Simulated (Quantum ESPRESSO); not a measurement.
## MgS (Niningerite): the LO frequency by hand

How high does the longitudinal optical mode of MgS (Niningerite) lie, given the transverse one, the Born charge and ε∞?

Program: Quantum ESPRESSO 7.5. Level of theory: DFT LDA, scalar-relativistic, plane waves, PseudoDojo norm-conserving pseudopotentials. Results are calculated unless marked as measured.

## (1) The relaxed structure

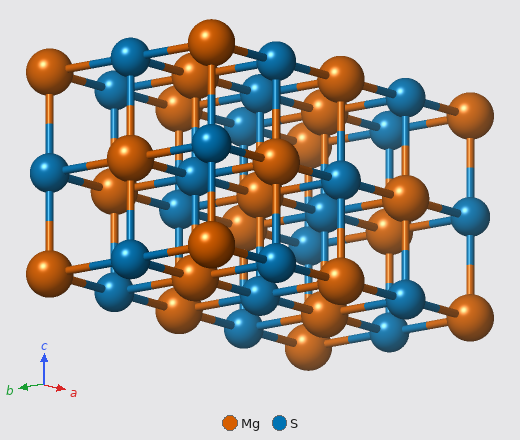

Start, viewed from a free direction; magnesium orange, sulfur blue. 2×1×1 cells are drawn. This picture shows the conventional cell, with its axes. Some periodic images of atoms are drawn too.

Coordinates:

```xyz
2
Lattice="-2.5659 0.0000 2.5659 0.0000 2.5659 2.5659 -2.5659 2.5659 0.0000" Properties=species:S:1:pos:R:3 pbc="T T T"
Mg    0.0000    0.0000    0.0000
S    -2.5659    2.5659    2.5659
```

This is the cell after its relaxation at this level of theory, not the database cell from which that began.

## (2) What the response run gave

A linear-response run on the relaxed cell, with the response to an electric field; only its zone-centre results are used. Cutoff 84 Ry, k mesh 8×8×8.

Log:

```text
[banners, grids, parts of the stress and lines that vanish by symmetry left out]
Program PHONON v.7.5
     Reading xml data from directory:

[...]
Exchange-correlation= PW
                           (   1   4   0   0   0   0   0)
[...]
(   8 q-points):
[...]
kinetic-energy cut-off    =      84.0000  Ry
     charge density cut-off    =     336.0000  Ry
     convergence threshold     =      1.0E-18
[...]
Exchange-correlation= PW
                           (   1   4   0   0   0   0   0)
[...]
q = (   0.0000000   0.0000000   0.0000000 )
     49 Sym.Ops. (with q -> -q+G )
     G cutoff =  800.4068  (  23589 G-vectors)     FFT grid: ( 45, 45, 45)
     number of k points=    29
[...]
Mode symmetry, O_h (m-3m)  point group:
[...]
Dielectric constant
[...]
End of electric fields calculation
          Dielectric constant in cartesian axis
          (       5.647347302      -0.000000000      -0.000000000 )
          (      -0.000000000       5.647347302       0.000000000 )
          (      -0.000000000       0.000000000       5.647347302 )
          Effective charges (d Force / dE) in cartesian axis without acoustic sum rule applied (asr)
           atom    1  Mg    Mean Z*:        2.30179
      Ex  (        2.30179        0.00000       -0.00000 )
      Ey  (        0.00000        2.30179        0.00000 )
      Ez  (       -0.00000        0.00000        2.30179 )
           atom    2  S     Mean Z*:       -2.31411
      Ex  (       -2.31411        0.00000        0.00000 )
      Ey  (        0.00000       -2.31411       -0.00000 )
      Ez  (        0.00000       -0.00000       -2.31411 )
          Effective charges Sum: Mean:       -0.01232
[...]
Effective charges (d Force / dE) in cartesian axis with asr applied:
           atom    1  Mg    Mean Z*:        2.30795
[...]
atom    2  S     Mean Z*:       -2.30795
[...]
Representation #   1 modes #   1   2   3
[...]
End of self-consistent calculation
     Convergence has been achieved
     Representation #   2 modes #   4   5   6
[...]
End of self-consistent calculation
     Convergence has been achieved
[...]
Dielectric constant in cartesian axis
          (       5.647347302      -0.000000000      -0.000000000 )
          (      -0.000000000       5.647347302       0.000000000 )
          (      -0.000000000       0.000000000       5.647347302 )
          Effective charges (d Force / dE) in cartesian axis without acoustic sum rule applied (asr)
           atom    1  Mg    Mean Z*:        2.30179
[...]
Mode symmetry, C_s (m)     point group:
[...]
q = (    0.750000000  -0.250000000   0.750000000 )
[...]
Mode symmetry, C_s (m)     point group:
     freq (   1-   1) =        153.1  [cm-1]   --> A''
     freq (   2-   2) =        187.8  [cm-1]   --> A'
     freq (   3-   3) =        226.7  [cm-1]   --> A'
     freq (   4-   4) =        251.5  [cm-1]   --> A''
     freq (   5-   5) =        283.2  [cm-1]   --> A'
     freq (   6-   6) =        309.5  [cm-1]   --> A'
[...]
Mode symmetry, C_2v (mm2)  point group:
[...]
q = (    0.500000000   0.000000000   0.500000000 )
[...]
Mode symmetry, C_2v (mm2)  point group:
     freq (   1-   1) =        157.5  [cm-1]   --> B_2  D_4  S_4
     freq (   2-   2) =        188.4  [cm-1]   --> B_1  D_3  S_3
     freq (   3-   3) =        206.6  [cm-1]   --> B_1  D_3  S_3
     freq (   4-   4) =        262.0  [cm-1]   --> A_1  D_1  S_1
     freq (   5-   5) =        281.9  [cm-1]   --> B_2  D_4  S_4
     freq (   6-   6) =        324.2  [cm-1]   --> A_1  D_1  S_1
[...]
Mode symmetry, D_4h(4/mmm) point group:
[...]
Convergence has been achieved
[...]
Convergence has been achieved
[...]
Convergence has been achieved
[...]
Convergence has been achieved
[...]
q = (    0.000000000  -1.000000000   0.000000000 )
[...]
freq (    5) =       8.343155 [THz] =     278.297707 [cm-1]
     freq (    6) =       9.418718 [THz] =     314.174619 [cm-1]
[...]
Mode symmetry, D_4h(4/mmm) point group:
     freq (   1-   2) =        125.0  [cm-1]   --> E_u  X_5' M_5'
     freq (   3-   3) =        185.0  [cm-1]   --> A_2u X_4' M_4'
     freq (   4-   5) =        278.3  [cm-1]   --> E_u  X_5' M_5'
     freq (   6-   6) =        314.2  [cm-1]   --> A_2u X_4' M_4'
[...]
Mode symmetry, D_2d (-42m) point group:
[...]
Representation #   1 mode #   1
[...]
Convergence has been achieved
     Representation #   2 mode #   2
[...]
Convergence has been achieved
     Representation #   3 modes #   3   4
[...]
End of self-consistent calculation
     Convergence has been achieved
     Representation #   4 modes #   5   6
[...]
End of self-consistent calculation
     Convergence has been achieved
[...]
q = (   -0.500000000  -1.000000000   0.000000000 )
[...]
freq (    1) =       5.134243 [THz] =     171.259924 [cm-1]
     freq (    2) =       5.134243 [THz] =     171.259924 [cm-1]
     freq (    3) =       7.185253 [THz] =     239.674241 [cm-1]
     freq (    4) =       7.252302 [THz] =     241.910739 [cm-1]
     freq (    5) =       8.915690 [THz] =     297.395421 [cm-1]
     freq (    6) =       8.915690 [THz] =     297.395421 [cm-1]
[...]
Mode symmetry, D_2d (-42m) point group:
     freq (   1-   2) =        171.3  [cm-1]   --> E    X_5  W_3
     freq (   3-   3) =        239.7  [cm-1]   --> B_2  X_3  W_2
     freq (   4-   4) =        241.9  [cm-1]   --> A_1  X_1  W_1
     freq (   5-   6) =        297.4  [cm-1]   --> E    X_5  W_3

   JOB DONE.
```

| quantity | value |
| --- | --- |
| cell volume Ω (Å³) | 33.786 |
| mass of Mg (u) | 24.305 |
| mass of S (u) | 32.060 |
| Born charge of Mg, raw (e) | 2.302 |
| Born charge of S, raw (e) | -2.314 |
| ε∞ | 5.647 |
| ω(TO) after the sum rule (cm⁻¹) | 251.4 |

## (3) The calculation

The charges must sum to zero over the cell; taking off their mean, -0.006 e, leaves Z* = 2.308 e on Mg. In the polar mode Mg moves against S, so the reduced mass is μ = 24.30 × 32.06 / 56.37 = 13.825 u.

A longitudinal wave builds up a field that adds to the restoring force: ω(LO)² = ω(TO)² + 4π Z*² / (μ Ω ε∞), in Hartree atomic units. With μ = 25201 electron masses and Ω = 228.00 bohr³ the second term is 2.0629e-06 Ha², or 99367 cm⁻² (1 Ha = 219474.6 cm⁻¹).

So ω(LO) = √(63212 + 99367) = 403.2 cm⁻¹, and by the Lyddane-Sachs-Teller relation ε₀ = ε∞ (ω(LO)/ω(TO))² = 14.52.

## (4) Check against the program

The analysis program adds the same non-analytic term to the full matrix, here for q along (1 0 0).

Log:

```text
[banner, memory and clock lines left out]
Program DYNMAT v.7.5

     Reading Dynamical Matrix from file x.dyn1
     ...Force constants read
     ...epsilon and Z* read

     Polarizability (A^3 units)
     multiply by 0.392293 for Clausius-Mossotti correction
        12.494979   -0.000000   -0.000000
        -0.000000   12.494979    0.000000
        -0.000000    0.000000   12.494979

     IR activities are in (D/A)^2/amu units

# mode   [cm-1]    [THz]      IR
    1     -0.00   -0.0000    0.0000
    2      0.00    0.0000    0.0000
    3      0.00    0.0000    0.0000
    4    251.42    7.5374    8.8894
    5    251.42    7.5374    8.8894
    6    403.21   12.0879    8.8894
```

ε₀ comes from the program's run without a direction of q.

| quantity | by hand | program |
| --- | --- | --- |
| ω(LO) (cm⁻¹) | 403.2 | 403.2 |
| ε₀ | 14.52 | 14.52 |

## (5) Results

```json
{"TO mode": "251.4 cm⁻¹", "LO mode": "403.2 cm⁻¹", "static dielectric constant": "14.52"}
```

What this shows: The LO mode of MgS (Niningerite) lies at 403 cm⁻¹, 152 cm⁻¹ above the TO mode; the formula meets the program within 0.1 cm⁻¹, as it must for a cubic crystal with one polar mode. ω(LO)² − ω(TO)² goes with Z*²/ε∞: an error of 5 % in ε∞ would move the LO mode by 5.9 cm⁻¹, and semilocal functionals tend to overestimate ε∞. These are harmonic values at zero temperature, at the volume of this functional, for the structure held cubic; stability elsewhere in the zone is no part of this calculation.

[Host names and launcher messages were left out of these logs when they were recorded.]

[Logs are printed without paths, hosts, clocks, repeated set-up lines and the standing remarks that a program may print on its own settings, such as how far it seeks lower states.]

[Hosts, paths, dates, database ids (printed as entryN), source tags and the programs' standing remarks are cut or masked in the printed files.]
